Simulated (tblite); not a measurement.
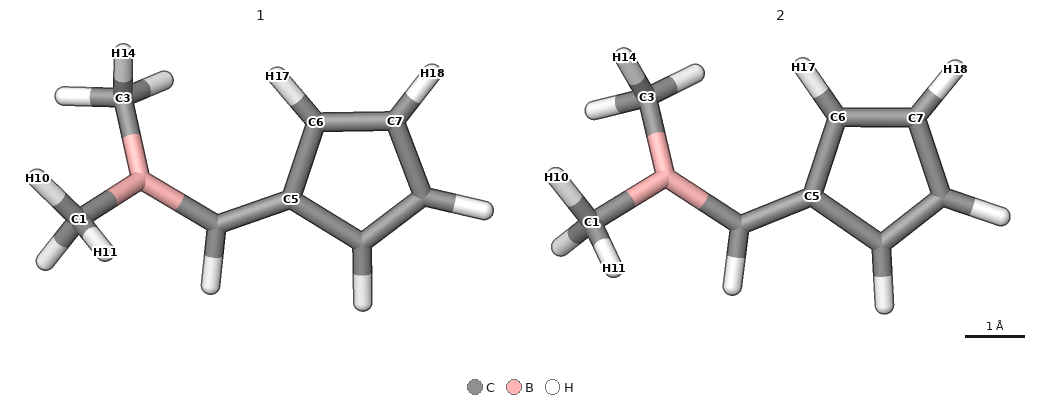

Two geometries of C₈H₁₁B, drawn at one scale. One is the start of a relaxation, the other its converged end. A stick model, seen at a tilt.

Method: GFN2-xTB geometry optimisation, gas phase (tblite 0.8.0). 

Which of the two is the end point?

Structure 1 is the relaxed one. The atom that moves furthest after the best rigid fit is an H atom (0.49 Å). Largest moves by element: H 0.49 Å, B 0.25 Å, C 0.23 Å. Among the contacts that change: C–H 1.135 → 1.089 Å, C–C 1.328 → 1.348 Å, C–H 1.110 → 1.090 Å, B–C 1.599 → 1.580 Å. Bond angles that change, for instance: B–C–H 105.7° → 113.8°, B–C–H 104.6° → 111.5°, H–C–H 114.1° → 107.6°. The energy falls by 46.1 kJ/mol in 96 geometry steps. The run took 0.58 s on 1 thread of Arm Neoverse V2, on a shared host.
